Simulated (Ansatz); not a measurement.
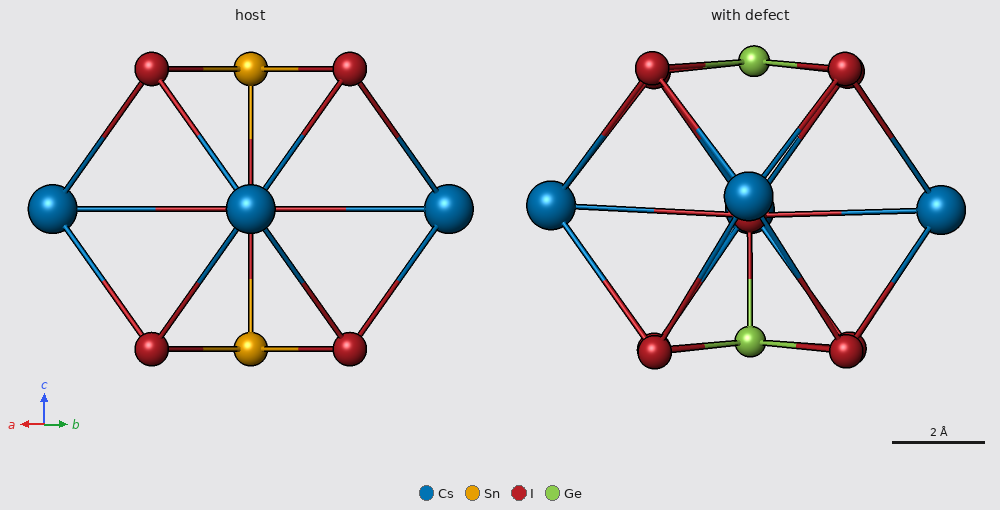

Left: perfect CsSnI3. Right: the same region with a pair of point defects, after relaxing the atoms in a supercell of 40 sites. Style: ball-and-stick. Shown: the atoms within 5.4 Å of one point, along [110].

Level of theory: DFT, PBEsol, PAW, plane waves in Ansatz 0.2.0. (plane-wave cutoff 420 eV; k-point mesh 1 × 1 × 1; mesh shifted by (0.25, 0.25, 0.25); no spin polarisation) Fermi-Dirac smearing of 0.01 eV. The axes drawn are those of the host's conventional cell.

Q: Which defect is it?

A: Two tin atoms are replaced by germanium, the two sites 6.2 Å apart.

The charge state of the cell is 0.

Q: What does the relaxation do around it?

A: One site: in the host the Sn atom has 6 I at 3.08 Å; the Ge atom ends with 5 I at 2.77 to 3.15 Å. The other site: in the host the Sn atom has 6 I at 3.08 Å; the Ge atom ends with 5 I at 2.77 to 3.10 Å. Of the host's atoms, an iodine atom moves furthest from its site, by 0.59 Å. The Ge atom itself moves 0.21 Å from where it was put. The Ge atom itself moves 0.18 Å from where it was put.
